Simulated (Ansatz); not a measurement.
# SiHg2 (model cell, started as antifluorite): phonons and vibrational spectra

The cell of SiHg2 (model cell, started as antifluorite) is at rest. What are its phonons? After the zone centre comes a 4×4×4 q mesh on a 12×12×12 k mesh.

Calculated with Ansatz 0.2.0; DFT PBEsol, scalar-relativistic, plane waves, PAW.

The structure was built from a prototype and need not be the compound's stable phase.

### Step 1. The starting structure

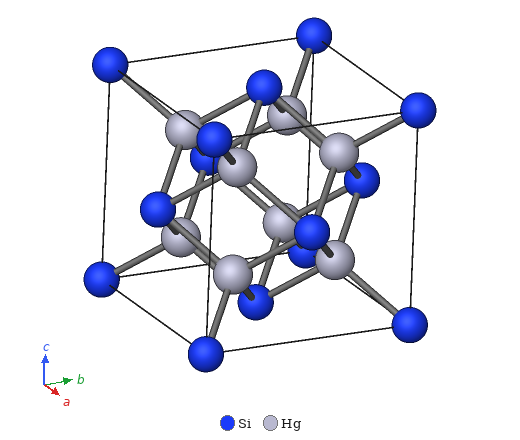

Start, viewed slightly off an axis; silicon blue, mercury light grey. This picture shows the conventional cell, with its axes. Some periodic images of atoms are drawn too.

### Step 2. Zone-centre response

The cell comes from relaxations at this level that are not shown. The zone centre comes first: it holds the modes that light can see, as far as symmetry allows. No field response is asked, since the mesh shows no gap.

input.yaml

```yaml
crystal:
  lattice:
    - [0.0, 3.2133606144, 3.2133606144]
    - [3.2133606144, 0.0, 3.2133606144]
    - [3.2133606144, 3.2133606144, 0.0]
  atoms:
    - { symbol: Si, position: [0.0, 0.0, 0.0] }
    - { symbol: Hg, position: [0.25, 0.25, 0.25] }
    - { symbol: Hg, position: [0.75, 0.75, 0.75] }
kpoints:
  mp_grid: { grid: [12, 12, 12] }
hamiltonian:
  xc: pbesol
scf:
  occupations: { method: methfessel_paxton, width: 0.15 }
output:
  eigenvalues: true
phonons:
  method: dfpt
```

The run is started by

```sh
ansatz run input.yaml --threads 4 --pin off --max-ram 7168MiB --backend cpu --events-out ev --progress --plain --runs-dir out
```

Numbers of over 12 decimals in the logs are rounded to 6 here.

Output:

```text
zone centre: on kpoints.mp_grid the ground state, and the responses unless they are solved on pairs of k-points, stand on 163 of the mesh's 1728 k-points, reduced under 8 symmetry operations, with k and −k counted as one. Each operation leaves every solved displacement unchanged or reverses it
Engine: ansatz 0.2.0, aarch64-unknown-linux-gnu
Pseudopotentials: kind: paw
Pseudopotential: Si, paw, valence charge 4, recommended cutoff 420 eV (normal), Si.paw.azcp
Pseudopotential: Hg, paw, valence charge 20, recommended cutoff 420 eV (normal), Hg.paw.azcp
Functional definition: PBEsol
  exchange = pbesol_x
  correlation = pbesol_c
Crystal: 3 atoms, lattice volume = 66.360 Å³
Basis set: ecut = 420 eV, 1291 PW (Γ), exchange–correlation on 64×64×64 points (8 copies of the dense FFT grid, shifted against one another)
Bands: 27, of which v1, the nominal top of the filled ones, is band 22 counted from 1 (21 counted from 0)
Symmetry: 48 space group operations
k-points: 163 of 1728 (irreducible under 8 space group operations, time reversal used)
Non-local potential: Si, projectors of the file, l = 0: 2, l = 1: 2, l = 2: 2
Non-local potential: Hg, projectors of the file, l = 0: 3, l = 1: 2, l = 2: 2, l = 3: 1
PAW form: soft (Blöchl's): semilocal exchange-correlation on the pseudo side does not see the compensation charge
PAW frozen core: Si, regenerated for the run's functional, and the local potential with it (the file was generated under x = pbe(κ = 0.804, μ = 0.219515), c = pbe(β = 0.066725))
PAW frozen core: Hg, regenerated for the run's functional, and the local potential with it (the file was generated under x = pbe(κ = 0.804, μ = 0.219515), c = pbe(β = 0.066725))
PAW one-centre angular grid: Si, 110 points (default); XC on 64 Gauss nodes
PAW one-centre angular grid: Hg, 590 points (default); XC on 64 Gauss nodes
Initial density: superposition of atomic densities (neutral atoms: chi_scale 0, normalization atom), corrected by the library's trained network
Initial wavefunctions: pseudopotential atomic-orbital guess
Functional: x = pbesol(κ = 0.804, μ = 0.123457), c = pbesol(β = 0.046)
SCF iter   1: F=—  HF=-27956.717156 eV  |F-HF|=—  |Δ(HF+E_count)|=         —  Δρ=4.48e-3  dr2=1.96e-2  ethr=1.77e-3  ⟨swp⟩=5.1  Hψ=17395  notcnv=0
preconditioner: auto → Kerker (q_TF=auto, 2.548 Å⁻¹)  [metal: Δε(μ)=0.061 eV  Ē_g=10.356 eV  σ=0.150 eV  W_gap=0.33  n_scr=14 (ndim 8)  ℏωp=24.1 eV  f_vac=0.053  D(μ)=0.83/eV (n_scr^D=0)]
SCF iter   2: F=—  HF=-27956.714091 eV  |F-HF|=—  |Δ(HF+E_count)|=   3.07e-3  S|Δr|=    0.00e0  Δρ=2.53e-3  dr2=7.79e-3  ethr=4.46e-5  ⟨swp⟩=2.4  Hψ=7338  notcnv=0
SCF iter   3: F=—  HF=-27956.711640 eV  |F-HF|=—  |Δ(HF+E_count)|=   2.45e-3  S|Δr|=    0.00e0  Δρ=5.09e-4  dr2=4.71e-4  ethr=1.77e-5  ⟨swp⟩=2.0  Hψ=5959  notcnv=0
SCF iter   4: F=—  HF=-27956.711605 eV  |F-HF|=—  |Δ(HF+E_count)|=   3.57e-5  S|Δr|=    0.00e0  Δρ=2.48e-4  dr2=8.78e-5  ethr=1.07e-6  ⟨swp⟩=2.0  Hψ=4844  notcnv=0
SCF iter   5: F=—  HF=-27956.711652 eV  |F-HF|=—  |Δ(HF+E_count)|=   4.69e-5  S|Δr|=    0.00e0  Δρ=8.68e-5  dr2=9.53e-6  ethr=2.00e-7  ⟨swp⟩=2.0  Hψ=5895  notcnv=0
SCF iter   6: F=—  HF=-27956.711675 eV  |F-HF|=—  |Δ(HF+E_count)|=   2.32e-5  S|Δr|=    0.00e0  Δρ=1.79e-5  dr2=1.62e-7  ethr=2.17e-8  ⟨swp⟩=2.0  Hψ=6508  notcnv=0
SCF iter   7: F=—  HF=-27956.711675 eV  |F-HF|=—  |Δ(HF+E_count)|=   7.59e-7  S|Δr|=    0.00e0  Δρ=4.76e-6  dr2=1.04e-8  ethr=3.67e-10  ⟨swp⟩=2.0  Hψ=6605  notcnv=0
SCF iter   8: F=—  HF=-27956.711675 eV  |F-HF|=—  |Δ(HF+E_count)|=   2.90e-8  S|Δr|=    0.00e0  Δρ=7.38e-7  dr2=3.24e-10  ethr=2.37e-11  ⟨swp⟩=2.0  Hψ=6566  notcnv=0
SCF iter   9: F=—  HF=-27956.711675 eV  |F-HF|=—  |Δ(HF+E_count)|=   1.70e-9  S|Δr|=    0.00e0  Δρ=2.31e-7  dr2=2.87e-11  ethr=1.00e-12  ⟨swp⟩=2.0  Hψ=6607  notcnv=0
SCF iter  10: F=-27956.711675 eV  HF=-27956.711675 eV  |F-HF|=1.46e-11  |Δ(HF+E_count)|=  4.37e-11  S|Δr|=    0.00e0  Δρ=4.82e-8  dr2=1.40e-12  ethr=1.00e-12  ⟨swp⟩=7.9  Hψ=19833  notcnv=0
SCF 1 converged in 10 iterations: F = -27956.711675 eV  dr2 = 1.40e-12
  greatest PAW one-centre occupation: 1.000 electrons in one spin orbital (limit 2), on the Hg atom at site 2 (counted from 0), in its partial waves of l = 0
DFPT response loops at Γ: preconditioner auto → Kerker (q_TF=auto, 2.548 Å⁻¹) (partly filled bands, converged f_vac=0.047); β = 1.00, the filter's whole step (`scf.mixing.beta` (0.50) is not read by the response loops under this deck's `scf.mixing.preconditioner`; to damp them name `kerker` or `kerker_dos`, under which they read `scf.mixing.beta`, and type it under 1.00, their step now; both keys bind the ground state too); Broyden in place of MSR1
SCF converged after 10 iterations
Stability not checked: this state was not tested for a lower state beside it, because cold or Methfessel-Paxton smearing, or corrected tetrahedra, fill the levels in a way that the test cannot read (fill_not_monotonic; see scf.lower_state_search)
Free energy (F): -27956.711675 eV
Harris-Foulkes:  -27956.711675 eV  (|F-HF|=1.46e-11)
Internal energy: -27956.712741 eV  (E = F + TS)
E sigma→0 (E₀):  -27956.711942 eV
Entropy (-TS):   0.001065 eV (0.355 meV/atom)
Fermi energy:    12.714249 eV
--- Per-component energies (eV) ---
  E_band       = -850.539572
  E_kinetic    = 1246.834299
  E_local      = -5851.782807  (includes V_loc(G=0)·N_el)
  E_nonlocal   = 176.093238
  E_hartree    = 2518.582443
  E_xc         = -493.322696
  E_vxc        = -571.193546  (∫ρ·V_xc dr)
  E_paw        = -20098.360374  (= ΣΔE_a)
  E_vpaw       = -887.657540  (= ΣTr[D̂ρ^β])
  E_aug_tail   = 0.001807  (compensation charges beyond the density's cutoff)
  E_ewald      = -5455.447514
  E_core_change = 0.688863  (= ΣΔE_core)
  E_smearing   = 0.001065  (= −TS)
  E_closure    = -0.000000  (closes the sum)
  Σ components = -27956.711675   (vs F -27956.711675, Δ=0.00e0)
--- Band table (eV; the first three rows and the last of 163) ---
  k-point 0: bands = [... 18 lower, 6.5067, 12.4238, 14.0733, 14.0733, 14.0733, 14.1928, 14.5612, 14.5612, ... 1 higher]
  k-point 1: bands = [... 18 lower, 6.4611, 12.0668, 12.9251, 13.7863, 13.7863, 14.3940, 14.9084, 14.9084, ... 1 higher]
  k-point 2: bands = [... 18 lower, 6.3316, 10.8411, 12.3060, 13.4270, 13.4270, 15.0619, 15.4060, 15.4060, ... 1 higher]
  k-point 162: bands = [... 18 lower, 7.2118, 8.1361, 8.1361, 9.4246, 15.2887, 15.2887, 16.7049, 17.1861, ... 1 higher]
--- Phonons (Γ-DFPT): 2 representative perturbations + reference, on 163 of 1728 k-points (Σ response iterations 6) ---
  k mesh reduced under 8 symmetry operations, with k and −k counted as one. Each operation leaves every solved displacement unchanged or reverses it
  ASR residual: 3.022e-5 → 0.000e0 eV/Å²; symmetrization residual: 7.827e-6 eV/Å²
  ASR residual per site (eV/Å²): 1.55e-5 3.02e-5 3.02e-5
  Γ frequencies (cm⁻¹): 0.00 0.00 0.00 71.52 71.52 71.52 127.02 127.02 127.02
  non-analytic LO–TO correction: not included (Born effective charges unavailable; polar crystals: no LO–TO splitting at Γ)
```

Wall time 23 s (4 threads of Arm Neoverse V1, shared host); peak memory 0.98 GiB; 89 s of CPU time.

Numbers from this step:

| Quantity | Value |
| --- | --- |
| volume per atom | 22.12 Å³ |
| gap on the k-mesh | 0 eV |
| sum-rule residual before enforcement | 3.02e-5 eV/Å² |
| point group | m-3m |
| highest optical mode at the zone centre (no LO-TO term) | 127.0 cm⁻¹ |
| lowest optical zone-centre mode | 71.52 cm⁻¹ |

Patterns of degenerate modes are one choice out of their space. The modes at Γ (shares of kinetic energy by element, %):

| mode | frequency (cm⁻¹) | symmetry | Si % | Hg % |
| --- | --- | --- | --- | --- |
| 1 | 0.0 | acoustic | 7 | 93 |
| 2 | 0.0 | acoustic | 7 | 93 |
| 3 | 0.0 | acoustic | 7 | 93 |
| 4 | 71.5 | T2g | 0 | 100 |
| 5 | 71.5 | T2g | 0 | 100 |
| 6 | 71.5 | T2g | 0 | 100 |
| 7 | 127.0 | T1u | 93 | 7 |
| 8 | 127.0 | T1u | 93 | 7 |
| 9 | 127.0 | T1u | 93 | 7 |

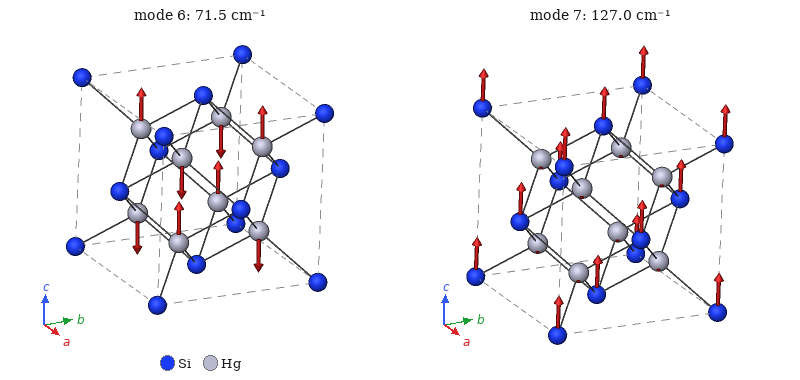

Displacement patterns of modes 6 and 7 at Γ; arrows are exaggerated. Some periodic images of atoms are drawn too.

Before it was imposed, the acoustic sum rule was missed by 3.0e-5 eV/Å². Small misses are needed for a sound result but don't prove that mesh and cutoff are converged. The lowest optical mode is real, 71.5 cm⁻¹.

### Step 3. Phonons on a q mesh

Stability and thermal properties need the whole zone. Linear response on a 4×4×4 q mesh gives force constants as far as a supercell of that size would.

input.yaml, as its differences from that of step 2:

```diff
@@ -19 +19,8 @@
   method: dfpt
+  qmesh: [4, 4, 4]
+  temperatures: { t_max: 1000, t_step: 50 }
+  qpath:
+    path:
+      - [[0.0, 0.0, 0.0], [0.5, 0.0, 0.5], [0.625, 0.25, 0.625]]
+      - [[0.375, 0.375, 0.75], [0.0, 0.0, 0.0], [0.5, 0.5, 0.5], [0.5, 0.25, 0.75], [0.5, 0.0, 0.5]]
+    npoints: 10
```

Output:

```text
Warning: phonons: the dynamical matrix that this run interpolates holds no multipole term above the dipole-dipole one, and a site of this crystal is no centre of inversion, so its interpolated transverse optical and acoustic branches and sound speeds can stay off near Gamma, and the density of states and the thermodynamics with them. What a run solves at a wave vector of phonons.qpoints, Gamma apart, where the deck admits one, is free of this, and under fd what a larger phonons.supercell samples
[...]
Crystal: 3 atoms, lattice volume = 66.360 Å³
Basis set: ecut = 420 eV, 1291 PW (Γ), exchange–correlation on 64×64×64 points (8 copies of the dense FFT grid, shifted against one another)
Bands: 27, of which v1, the nominal top of the filled ones, is band 22 counted from 1 (21 counted from 0)
Symmetry: 48 space group operations
k-points: 72 of 1728
[...]
SCF iter   1: F=—  HF=-27956.717046 eV  |F-HF|=—  |Δ(HF+E_count)|=         —  Δρ=4.48e-3  dr2=1.96e-2  ethr=1.77e-3  ⟨swp⟩=5.1  Hψ=7678  notcnv=0
[...]
SCF iter  10: F=-27956.711675 eV  HF=-27956.711675 eV  |F-HF|=3.64e-12  |Δ(HF+E_count)|=  4.00e-11  S|Δr|=    0.00e0  Δρ=4.54e-8  dr2=1.24e-12  ethr=1.00e-12  ⟨swp⟩=7.6  Hψ=8598  notcnv=0
SCF 1 converged in 10 iterations: F = -27956.711675 eV  dr2 = 1.24e-12
[...]
iter 1 solved again at ethr=2.88e-8 eV; its pass at ethr=3.10e-3 eV (dr2=1.27e-5 eV) is discarded
SCF iter   1: F=—  HF=-27956.711674 eV  |F-HF|=—  |Δ(HF+E_count)|=         —  Δρ=3.71e-7  dr2=7.93e-11  ethr=2.88e-8  ⟨swp⟩=3.6  Hψ=12979  notcnv=0
eigensolver tolerance schedule: the retry pair's looser diagonalisation over-reported the residual by 159781.36 of it (diagonalisation noise at an unbounded share of the residual, at the tolerance the schedule requests for it); recorded, not acted on — ethr = c·dr2/N_el stays at c = 1.0e-1
[...]
SCF iter   2: F=—  HF=-27956.711675 eV  |F-HF|=—  |Δ(HF+E_count)|=   1.95e-6  S|Δr|=    0.00e0  Δρ=2.46e-7  dr2=3.21e-11  ethr=1.00e-12  ⟨swp⟩=3.1  Hψ=4528  notcnv=0
[...]
SCF iter   4: F=-27956.711675 eV  HF=-27956.711675 eV  |F-HF|=7.28e-12  |Δ(HF+E_count)|=    0.00e0  S|Δr|=    0.00e0  Δρ=5.94e-8  dr2=1.99e-12  ethr=1.00e-12  ⟨swp⟩=3.0  Hψ=4787  notcnv=0
SCF 2 converged in 4 iterations: F = -27956.711675 eV  dr2 = 1.99e-12
phonons: the bands overlap, so this run is a metal and interpolates without the dipole-dipole term. If the crystal is really an insulator or semiconductor, its LO-TO splitting is missing
NSCF: frozen V_eff on 72 k-points
[...]
DFPT response loops at q = (0, 0, 0) (fractional): preconditioner auto → Kerker (q_TF=auto, 2.548 Å⁻¹) (partly filled bands, converged f_vac=0.047); β = 1.00, the filter's whole step (`scf.mixing.beta` (0.50) is not read by the response loops under this deck's `scf.mixing.preconditioner`; to damp them name `kerker` or `kerker_dos`, under which they read `scf.mixing.beta`, and type it under 1.00, their step now; both keys bind the ground state too); Broyden in place of MSR1
[...]
phonons.qmesh, q = [0.0000, 0.2500, -0.5000]: its response loops start from zero, take more passes and end by a threshold: the memory limit or budget leaves too little room for the subspace of the ground state's own states beside the solves, or none could be made (phonons.method)
[...]
SCF converged after 10 iterations
[...]
Free energy (F): -27956.711675 eV
[...]
Internal energy: -27956.712741 eV  (E = F + TS)
E sigma→0 (E₀):  -27956.711942 eV
Entropy (-TS):   0.001065 eV (0.355 meV/atom)
Fermi energy:    12.714249 eV
[...]
--- Band table (eV; the first three rows and the last of 72) ---
  k-point 0: bands = [... 18 lower, 6.5067, 12.4238, 14.0733, 14.0733, 14.0733, 14.1928, 14.5612, 14.5612, ... 1 higher]
  k-point 1: bands = [... 18 lower, 6.4611, 12.0668, 12.9251, 13.7863, 13.7863, 14.3940, 14.9084, 14.9084, ... 1 higher]
  k-point 2: bands = [... 18 lower, 6.3316, 10.8411, 12.3060, 13.4270, 13.4270, 15.0619, 15.4060, 15.4060, ... 1 higher]
  k-point 71: bands = [... 18 lower, 7.2118, 8.1361, 8.1361, 9.4246, 15.2887, 15.2887, 16.7049, 17.1861, ... 1 higher]
--- Phonons (Γ-DFPT): 2 representative perturbations + reference (Σ response iterations 6) ---
  ASR residual: 2.912e-5 → 0.000e0 eV/Å²; symmetrization residual: 7.688e-6 eV/Å²
  ASR residual per site (eV/Å²): 1.58e-5 2.91e-5 2.91e-5
  Γ frequencies (cm⁻¹): 0.00 0.00 0.00 71.52 71.52 71.52 127.02 127.02 127.02
--- Phonons (arbitrary-q DFPT): 8 irreducible q on the 4×4×4 mesh ---
  q = [0.0000, 0.0000, 0.0000] (star 1, of the zone-centre solve; hermiticity 6.76e-6, symmetrization 2.95e-12): 0.00 0.00 0.00 71.52 71.52 71.52 127.02 127.02 127.02
  q = [0.0000, 0.0000, 0.2500] (star 8, 2 solved perturbations on 936 of 1728 k-point pairs; hermiticity 1.44e-6, symmetrization 6.50e-12): 20.26 20.26 51.28 60.90 66.97 66.97 145.93 145.93 179.86
[...]
q = [0.0000, 0.2500, 0.2500] (star 6, 4 solved perturbations in 1608 linear systems a pass and spin channel, the states on 510 of 1728 k-point pairs; hermiticity 2.98e-6, symmetrization 1.27e-12): 18.18 18.18 57.93 58.47 58.47 64.30 160.62 160.62 174.58
[...]
sum rule: each row above includes the acoustic sum rule's correction from the zone centre's row sums; it moved no ω² by more than (0.39 cm⁻¹)²
  mesh force constants: q→R imaginary residual 5.64e-18; ASR residual 2.912e-5 → 0.000e0 eV/Å²; symmetrization residual 4.885e-15 eV/Å²
  interpolated dispersion: 62 rows × 9 modes
  density of states and harmonic sums: on the 20×20×20 q-mesh, interpolated from the force constants of a 4×4×4 supercell (no non-analytic term)
  largest difference from the sums on the solved wave vectors: F 2.22e-2 eV, S 2.69e-5 and C_V 4.72e-6 eV/K
  zero-point energy: 0.051096 eV/cell   skipped modes (ω ≤ 0): 41, of them read as no rigid motion or as one in doubt: 38 (1.324e-1 modes/cell left out, lowest -16.05 cm⁻¹)   left out of the sums: 1.48e-2 of the cell's modes: C_V's classical limit lies that fraction below 3 k_B per atom; for a crystal, a wire or a layer, F and S can be off by more, and a phonons.interpolated_qmesh denser along its periods is the remedy for the sampling
```

Wall time 20 min (4 threads); peak memory 4.4 GiB.

Numbers from this step:

| Item | Value |
| --- | --- |
| sum-rule residual before enforcement | 2.91e-5 eV/Å² |
| lowest frequency on the path | -16.05 cm⁻¹ |
| highest frequency on the path or at a solved wavevector | 215.2 cm⁻¹ |
| lowest mode on the q mesh (acoustic modes at Γ apart) | -15.39 cm⁻¹ |

Frequencies (cm⁻¹) solved at each irreducible wavevector; negative means imaginary. Frequencies by wavevector, by row:

| q in reciprocal lattice units | star | mode 1 | mode 2 | mode 3 | mode 4 | mode 5 | mode 6 | mode 7 | mode 8 | mode 9 |
| --- | --- | --- | --- | --- | --- | --- | --- | --- | --- | --- |
| 0 0 0 | 1 | 0 | 0 | 0 | 71.5 | 71.5 | 71.5 | 127 | 127 | 127 |
| 0 0 0.25 | 8 | 20.3 | 20.3 | 51.3 | 60.9 | 67 | 67 | 145.9 | 145.9 | 179.9 |
| 0 0 -0.5 | 4 | 28.1 | 28.1 | 36 | 64 | 64 | 70.5 | 162.6 | 162.6 | 214.1 |
| 0 0.25 0.25 | 6 | 18.2 | 18.2 | 57.9 | 58.5 | 58.5 | 64.3 | 160.6 | 160.6 | 174.6 |
| 0 0.25 -0.5 | 24 | 24.2 | 28.1 | 33.8 | 52.5 | 56.1 | 77.3 | 175.6 | 187.8 | 206.8 |
| 0 0.25 -0.25 | 12 | 26.4 | 34.6 | 38 | 60.4 | 61.5 | 69.2 | 170.5 | 191.1 | 201.9 |
| 0 -0.5 -0.5 | 3 | -14.3 | 32.4 | 32.4 | 37.8 | 37.8 | 86.2 | 182.2 | 182.2 | 215.2 |
| 0.25 -0.5 -0.25 | 6 | -15.4 | 40.1 | 45.4 | 45.4 | 47.2 | 80.6 | 203.2 | 205.3 | 205.3 |

(Part 1 of 2 ends here.)

[Logs are printed without paths, hosts, clocks, repeated set-up lines and the standing remarks that a program may print on its own settings, such as how far it seeks lower states.]

[Hosts, paths, dates, database ids (printed as entryN), source tags and the programs' standing remarks are cut or masked in the printed files.]
